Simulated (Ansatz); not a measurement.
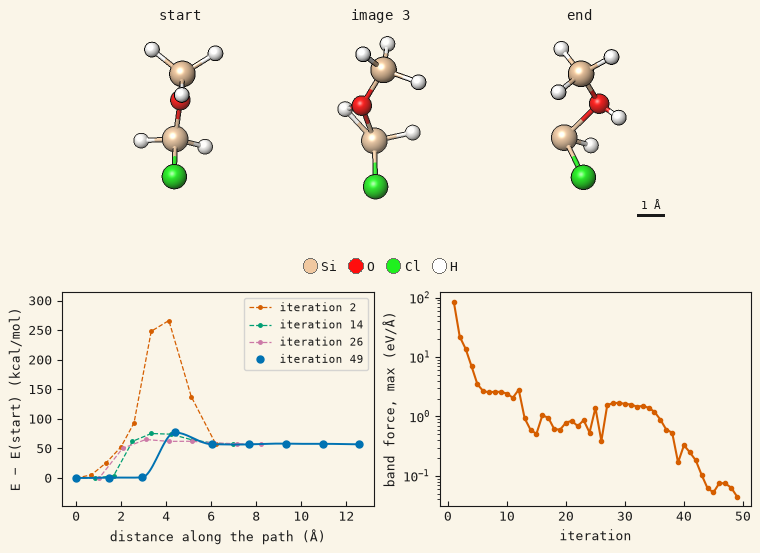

NEB run on Si₂H₅OCl. Images are numbered from 0 (start) to 8 (end). The plot follows the band through its iterations. Style: ball-and-stick. Shown from a free direction.

Level of theory: RKS r2SCAN-D4/def2-SVP (Ansatz). Settings: 7 movable images; climbing image; force threshold 0.05 eV/Å; iteration limit 60; starting path through a guess of the saddle point.

Q: How did the profile develop, and is the result final?

A: The run is converged, with reservations. The band converged in 49 iterations. The largest component of the band force went from 85 to 0.045 eV/Å. The climbing image converged on the top of the path. Its vibrational analysis gives one imaginary mode (1369i cm⁻¹), as a transition state must have. The first iteration put the highest image at 537.4 kcal/mol. The energy climbs by 77.0 kcal/mol to image 3 and then falls by 20.0 kcal/mol, so the end point sits at +56.9 kcal/mol.

Cost: 16 min on 2 threads of AMD EPYC 7R43 64-Core Processor (Zen 3), with other jobs on the host, peak memory 0.18 GiB.
